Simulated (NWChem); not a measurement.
# A workflow on the pair C3O2···HCl

Aim: a single-point energy (singlet C3HClO2, B97-D/6-31G*), then the energy (singlet C3O2, B97-D/6-31G*), then a single-point energy (singlet HCl, B97-D/6-31G*), then a single-point energy (singlet C3O2, B97-D/6-31G*), then a single-point energy (singlet HCl, B97-D/6-31G*) of C3HClO2 and its partners. 

The calculation is run with NWChem 7.3.0.

## (1) The structure to begin with

The species is C3HClO2 (7 atoms), meant as a singlet with charge 0. The two molecules were placed rigidly side by side, at 0.9 times their contact distance; the pair isn't optimised.

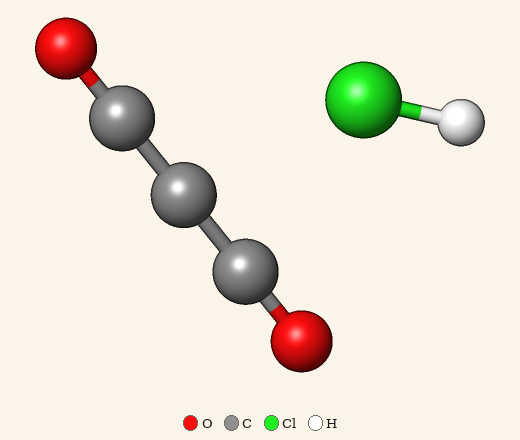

Viewed from a chosen angle; oxygen red, carbon grey, chlorine green, hydrogen white.

## (2) A single-point energy at B97-D/6-31G(d) (spherical functions) (run 1)

File m1.nw:

```
start m1
memory 2200 mb
charge 0

geometry units angstrom noautosym nocenter noautoz
  O        0.299440      -2.052080       1.261200
  C        0.156340      -1.075280       0.660900
  C       -0.001360      -0.000080       0.000200
  C       -0.156560       1.075220      -0.660900
  O       -0.297860       2.052220      -1.261400
  Cl       3.103560       0.350210       0.024480
  H        3.887510      -0.650790       0.161350
end

basis spherical bse
  O library 6-31G*
  C library 6-31G*
  Cl library 6-31G*
  H library 6-31G*
end

dft
  xc becke97-d
  grid fine
  convergence energy 1e-08
  maxiter 100
  mulliken
  noprint "final vectors analysis"
end

task dft energy
```

Command:

```sh
$ nwchem m1.nw > m1.out
```

Output:

```text
[...]
          Wavefunction type:  closed shell.
          No. of atoms     :     7
          No. of electrons :    52
[...]
          Charge           :     0
          Spin multiplicity:     1
[...]
          AO basis - number of functions:    90
[...]
              XC Information
              --------------
                   Becke 97-D Method XC Functional
                  Becke 1997-D Exchange Functional  1.000
                Becke 1997-D Correlation Potential  1.000
[...]
 d= 0,ls=0.0,diis     1   -725.1822745394 -9.45D+02  3.58D-02  1.35D+00     2.6
[...]
 d= 0,ls=0.0,diis    13   -725.3551636844 -4.04D-09  2.91D-07  1.09D-09    28.0
         Total DFT energy =     -725.355163684443
      One electron energy =    -1433.100011207045
           Coulomb energy =      549.645785305651
    Exchange-Corr. energy =      -61.909172338916
 Nuclear repulsion energy =      220.012451552699
    Dispersion correction =       -0.004216996833
[...]
      Total Density - Mulliken Population Analysis
     ---------------------------------------------
    Atom       Charge   Shell Charges
 -----------   ------   -------------------------------------------------------
    1 O    8     8.27   2.00  0.94  2.87  0.91  1.52  0.03
    2 C    6     5.93   2.00  0.70  1.97  0.54  0.63  0.09
    3 C    6     5.59   2.00  0.64  2.21  0.38  0.36  0.02
    4 C    6     5.94   2.00  0.70  1.97  0.54  0.64  0.09
    5 O    8     8.27   2.00  0.94  2.87  0.91  1.52  0.03
    6 Cl  17    17.23   2.00  2.00  5.98  1.42  3.66  0.54  1.62  0.02
    7 H    1     0.77   0.50  0.27
[...]
```

Run time: 29 s. Hardware: 1 thread of Intel Xeon Platinum 8259CL at 2.50GHz (Skylake/Cascade Lake), shared host; peak memory 0.12 GiB.

## (3) C3O2: a single-point energy at B97-D/6-31G(d) (spherical functions) (run 2)

File test.nw:

```
echo
start test
memory total 2200 mb

geometry noautosym nocenter noautoz
  O     0.299440   -2.052080    1.261200
  C     0.156340   -1.075280    0.660900
  C    -0.001360   -0.000080    0.000200
  C    -0.156560    1.075220   -0.660900
  O    -0.297860    2.052220   -1.261400
end

basis spherical bse
  * library 6-31G*
end

dft
  xc becke97-d
  grid fine
  convergence energy 1e-08
  iterations 100
  mulliken
  print low
end

task dft
```

Command:

```sh
$ nwchem test.nw > test.out
```

Output:

```text
[...]
 d= 0,ls=0.0,diis     1   -264.3950829807 -3.87D+02  4.56D-02  1.23D+00     1.4
[...]
 d= 0,ls=0.0,diis    10   -264.5514859913 -1.06D-09  1.31D-06  1.82D-08    10.0
         Total DFT energy =     -264.551485991307
      One electron energy =     -602.970613377525
           Coulomb energy =      248.603029744675
    Exchange-Corr. energy =      -33.238004377662
 Nuclear repulsion energy =      123.055131723790
    Dispersion correction =       -0.001029704585
[...]
      Total Density - Mulliken Population Analysis
     ---------------------------------------------
    Atom       Charge   Shell Charges
 -----------   ------   -------------------------------------------------------
    1 O    8     8.26   2.00  0.94  2.87  0.91  1.51  0.03
    2 C    6     5.94   2.00  0.70  1.97  0.54  0.64  0.09
    3 C    6     5.60   2.00  0.64  2.20  0.37  0.37  0.02
    4 C    6     5.94   2.00  0.70  1.97  0.54  0.64  0.09
    5 O    8     8.26   2.00  0.94  2.87  0.91  1.51  0.03
[...]
```

It took 11 s on 1 thread of Intel Xeon Platinum 8259CL at 2.50GHz (Skylake/Cascade Lake), shared host; peak memory 0.11 GiB.

## (4) HCl: a single-point energy at B97-D/6-31G(d) (spherical functions) (run 3)

File clh.nw:

```
start clh
title "ClH energy"
memory 2200 mb

geometry units angstroms noautosym nocenter noautoz
Cl    3.103560    0.350210    0.024480
H     3.887510   -0.650790    0.161350
end

basis "ao basis" spherical bse
Cl library 6-31G*
H library 6-31G*
end

dft
xc becke97-d
grid fine
convergence energy 1e-08
iterations 100
mulliken
print low
end

task dft energy
```

Command:

```sh
$ nwchem clh.nw > clh.out
```

Output:

```text
[...]
 d= 0,ls=0.0,diis     1   -460.7856432251 -4.68D+02  2.93D-02  1.43D-01     0.6
[...]
 d= 0,ls=0.0,diis     7   -460.8059046703 -6.76D-10  2.25D-07  1.47D-11     2.0
         Total DFT energy =     -460.805904670326
      One electron energy =     -650.184795472074
           Coulomb energy =      211.006722244197
    Exchange-Corr. energy =      -28.662596307121
 Nuclear repulsion energy =        7.034767910620
    Dispersion correction =       -0.000003045948
[...]
      Total Density - Mulliken Population Analysis
     ---------------------------------------------
    Atom       Charge   Shell Charges
 -----------   ------   -------------------------------------------------------
    1 Cl  17    17.23   2.00  2.00  5.98  1.42  3.65  0.54  1.62  0.02
    2 H    1     0.77   0.50  0.27
[...]
```

Wall time 2.6 s (1 thread of Intel Xeon Platinum 8259CL at 2.50GHz (Skylake/Cascade Lake), shared host); peak memory 0.11 GiB.

## (5) C3O2 among ghost functions: the energy at B97-D/6-31G(d) (spherical functions, with ghost functions) (run 4)

File work.nw:

```
start work
memory 2200 mb

geometry units angstrom noautosym nocenter noautoz
O      0.299440    -2.052080     1.261200
C      0.156340    -1.075280     0.660900
C     -0.001360    -0.000080     0.000200
C     -0.156560     1.075220    -0.660900
O     -0.297860     2.052220    -1.261400
bqCl     3.103560     0.350210     0.024480
bqH      3.887510    -0.650790     0.161350
end

basis spherical bse
O library 6-31G*
C library 6-31G*
bqCl library Cl 6-31G*
bqH library H 6-31G*
end

dft
xc becke97-d
mult 1
grid fine
convergence energy 1e-08
iterations 100
mulliken
print low
end

task dft energy
```

Command:

```sh
$ nwchem work.nw > work.out
```

Output:

```text
[...]
 d= 0,ls=0.0,diis     1   -264.3952559125 -3.87D+02  3.55D-02  1.23D+00     2.6
[...]
 d= 0,ls=0.0,diis    10   -264.5520274158 -1.44D-09  1.04D-06  1.81D-08    20.1
         Total DFT energy =     -264.552027415793
      One electron energy =     -602.948021789151
           Coulomb energy =      248.577708787830
    Exchange-Corr. energy =      -33.235816433678
 Nuclear repulsion energy =      123.055131723790
    Dispersion correction =       -0.001029704585
[...]
      Total Density - Mulliken Population Analysis
     ---------------------------------------------
    Atom       Charge   Shell Charges
 -----------   ------   -------------------------------------------------------
    1 O    8     8.26   2.00  0.94  2.87  0.91  1.51  0.03
    2 C    6     5.93   2.00  0.70  1.97  0.54  0.63  0.09
    3 C    6     5.60   2.00  0.64  2.21  0.37  0.36  0.02
    4 C    6     5.93   2.00  0.70  1.97  0.54  0.64  0.09
    5 O    8     8.26   2.00  0.94  2.87  0.91  1.51  0.03
    6 X    0     0.01  -0.00 -0.00  0.00 -0.00 -0.00  0.00  0.01 -0.00
    7 X    0     0.00  -0.00  0.00
[...]
```

Wall time 21 s (1 thread of Intel Xeon Platinum 8259CL at 2.50GHz (Skylake/Cascade Lake), shared host); peak memory 0.11 GiB.

## (6) HCl among ghost functions: the energy at B97-D/6-31G(d) (spherical functions, with ghost functions) (run 5)

File sp.nw:

```
start sp
title "ClH energy"
memory stack 880 mb heap 220 mb global 1100 mb

geometry units angstroms noautosym nocenter noautoz
 Cl    3.103560    0.350210    0.024480
 H     3.887510   -0.650790    0.161350
 bqO      0.299440    -2.052080     1.261200
 bqC      0.156340    -1.075280     0.660900
 bqC     -0.001360    -0.000080     0.000200
 bqC     -0.156560     1.075220    -0.660900
 bqO     -0.297860     2.052220    -1.261400
end

basis spherical bse
 Cl library 6-31G*
 H library 6-31G*
 bqO library O 6-31G*
 bqC library C 6-31G*
end

dft
 xc becke97-d
 grid fine
 convergence energy 1e-08
 iterations 100
 mulliken
 print low
end

task dft energy
```

Command:

```sh
$ nwchem sp.nw > sp.out
```

Output:

```text
[...]
 d= 0,ls=0.0,diis     1   -460.7859308107 -4.68D+02  6.57D-03  1.44D-01     2.2
[...]
 d= 0,ls=0.0,diis     7   -460.8062492563 -8.99D-10  1.07D-07  8.67D-11    13.3
         Total DFT energy =     -460.806249256251
      One electron energy =     -650.169103355734
           Coulomb energy =      210.988990024024
    Exchange-Corr. energy =      -28.660900789213
 Nuclear repulsion energy =        7.034767910620
    Dispersion correction =       -0.000003045948
[...]
      Total Density - Mulliken Population Analysis
     ---------------------------------------------
    Atom       Charge   Shell Charges
 -----------   ------   -------------------------------------------------------
    1 Cl  17    17.23   2.00  2.00  5.98  1.42  3.66  0.54  1.61  0.02
    2 H    1     0.77   0.50  0.27
    3 X    0    -0.00   0.00  0.00 -0.00 -0.00 -0.00  0.00
    4 X    0    -0.00   0.00  0.00 -0.00 -0.00 -0.00 -0.00
    5 X    0     0.00   0.00  0.00  0.00  0.00  0.00 -0.00
    6 X    0     0.00  -0.00 -0.00 -0.00  0.00  0.00  0.00
    7 X    0    -0.00   0.00  0.00 -0.00 -0.00 -0.00 -0.00
[...]
```

It took 14 s on 1 thread of Intel Xeon Platinum 8259CL at 2.50GHz (Skylake/Cascade Lake), shared host; peak memory 0.12 GiB.

## (7) What came out

| quantity | value |
| --- | --- |
| run 1, B97-D/6-31G*: total energy | -725.35516 Eh |
| run 1, B97-D/6-31G*: dipole moment | 1.47 D |
| run 1, B97-D/6-31G*: dispersion energy | -11.07 kJ/mol |
| C3O2: total energy | -264.55149 Eh |
| C3O2: dispersion energy | -2.70 kJ/mol |
| HCl: total energy | -460.80590 Eh |
| HCl: dispersion energy | -0.01 kJ/mol |
| C3O2 among ghost functions: total energy | -264.55203 Eh |
| C3O2 among ghost functions: dispersion energy | -2.70 kJ/mol |
| HCl among ghost functions: total energy | -460.80625 Eh |
| HCl among ghost functions: dispersion energy | -0.01 kJ/mol |
| interaction energy of the rigid parts C3O2 and HCl (parts in their own basis; closest atoms 3.12 Å apart) | 0.061 eV |
| interaction energy of the rigid parts C3O2 and HCl (parts in the whole basis, counterpoise; closest atoms 3.12 Å apart) | 0.085 eV |

In words: The interaction energy of the rigid parts C3O2 and HCl (parts in their own basis; closest atoms 3.12 Å apart) is 0.06 eV (1.4 kcal/mol): the parts repel at this shape. Without counterpoise this holds the superposition error of the basis. The interaction energy of the rigid parts C3O2 and HCl (parts in the whole basis, counterpoise; closest atoms 3.12 Å apart) is 0.08 eV (8.2 kJ/mol): the parts repel at this shape. The basis-set superposition error is 2.3 kJ/mol. Mulliken charges (run 1, B97-D/6-31G*) run from -0.27 on O1 to +0.41 on C3; they depend strongly on the basis. Mulliken charges (C3O2) run from -0.26 on O1 to +0.40 on C3; they depend strongly on the basis.
